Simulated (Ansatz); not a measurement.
**BrFGeHNO: density, localisation and related maps**

Input

```
crystal:
  periodic: [false, false, false]
  atoms:
    - symbol: Br
      position_ang: [-2.797514, 0.227668, 0.229937]
    - symbol: F
      position_ang: [-1.788800, -1.707238, 2.605919]
    - symbol: Ge
      position_ang: [-1.682361, 0.059746, 2.441084]
    - symbol: "N"
      position_ang: [-0.103062, -0.493012, 0.947998]
    - symbol: O
      position_ang: [0.871859, 0.072339, 0.534884]
    - symbol: H
      position_ang: [-0.321477, -1.392557, 0.444283]
basis:
  gaussian: {orbitals: def2-TZVPD}
hamiltonian: {xc: {name: PBE0}}
output: {forces: true, orbitals: {seedname: orbitals}}
```

Launched as:

```sh
ansatz run input.yaml --threads 2 --pin off --max-ram 4350MiB --events-out events.jsonl --progress --plain --runs-dir runs
```

Geometry: B3LYP/6-31G*.

These are results of isolated molecule in a Gaussian basis; Kohn-Sham density functional theory, functional PBE0 (Ansatz), not measurements.

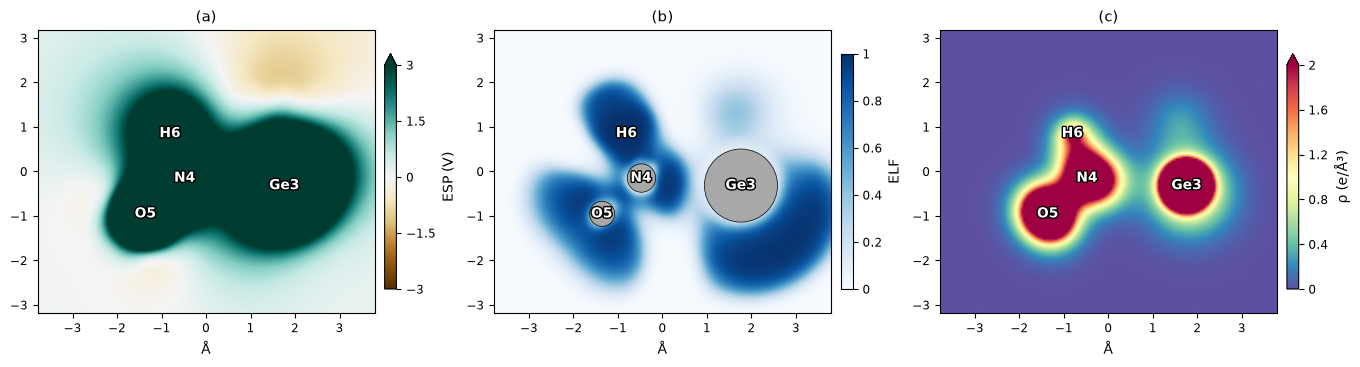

Figure 1. (a) molecular electrostatic potential; (b) ELF; (c) electron density on the plane of atoms Ge3, N4 and H6. Grey discs cover the atomic cores in the ELF map.

> Describe what can be read from this map.

The plane passes through Ge, N, O and H nuclei.
N–O (1.20 Å): ρ at the midpoint is about 3.7 e/Å³; the ELF peaks at about 0.85 between the atoms: localised, covalent bonding.
Ge–N (2.24 Å): ρ is about 0.43 e/Å³ halfway; the ELF peaks at about 0.95 in the valence shell of N, 0.6 Å from its nucleus, and is about 0.45 at the midpoint.
N–H (1.05 Å): ρ at the midpoint is about 2.9 e/Å³; the ELF climbs to about 1 towards the hydrogen, as it does in any bond to H; a covalent bond by its length.
The ELF also peaks beside O5, away from the bonds: lone-pair regions.
Outside the dense part of the molecule the potential is most negative (−1.0 V) near F2, which lies off the plane.

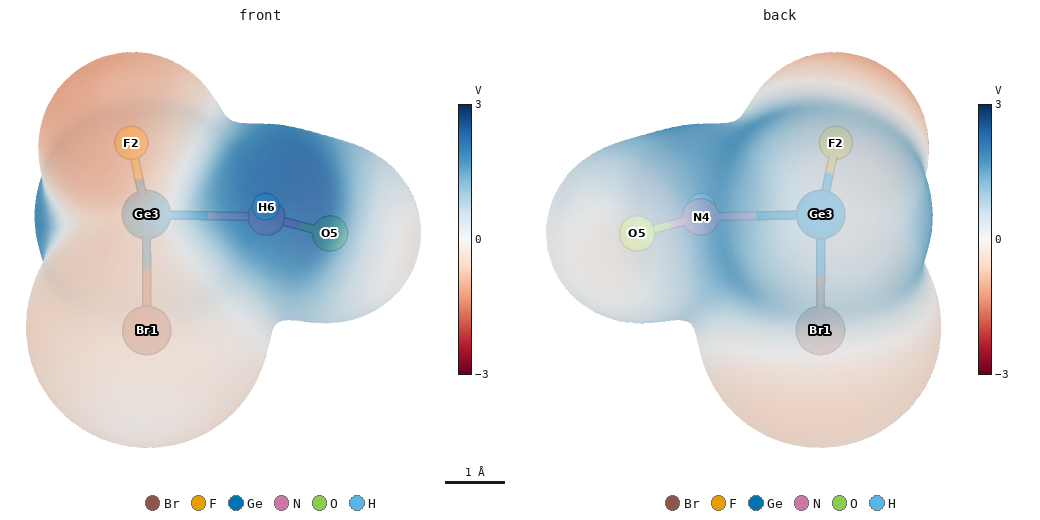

Figure 2. The electrostatic potential painted on the density surface at 0.002 e/bohr³, seen from the front and from behind; the colour scale runs from red (negative) to blue (positive).

> Which sites attract a positive test charge, and which a negative one?

A positive charge is drawn to the negative regions and a negative charge to the positive ones. The most negative region (about −1.2 V, or −28 kcal/mol for a unit charge) lies over F2, the most positive (about +2.4 V, or +55 kcal/mol for a unit charge) over H6.

> How polar is the molecule by this calculation?

Its dipole moment is 1.98 D.

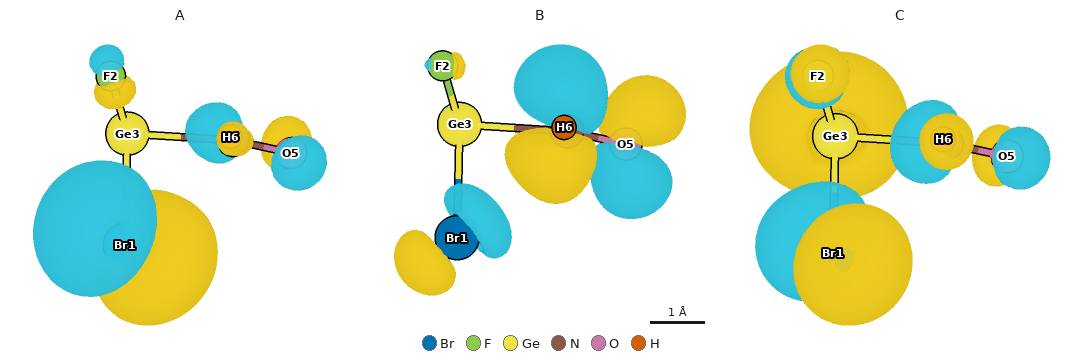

Figure 3. Three frontier orbitals at ±0.1 Å⁻³ᐟ² (yellow and cyan are the two phases), in no order.

> Which picture is the HOMO−1, the HOMO and the LUMO?

A is the HOMO−1 (−8.33 eV). Its weight (Hirshfeld) is mainly on Br1 (about 85 %); largely a lone pair of Br1. C is the HOMO (−7.84 eV). By Hirshfeld shares it lies mainly on Ge3 (about 40 %), Br1 (about 40 %), N4 (about 5 %) and F2 (about 5 %). B is the LUMO (−4.20 eV). Its weight (Hirshfeld) is mainly on N4 (about 45 %), O5 (about 40 %) and Br1 (about 10 %); π-antibonding (π*) across N4–O5.

> What is the HOMO–LUMO gap?

3.64 eV between the orbital energies.
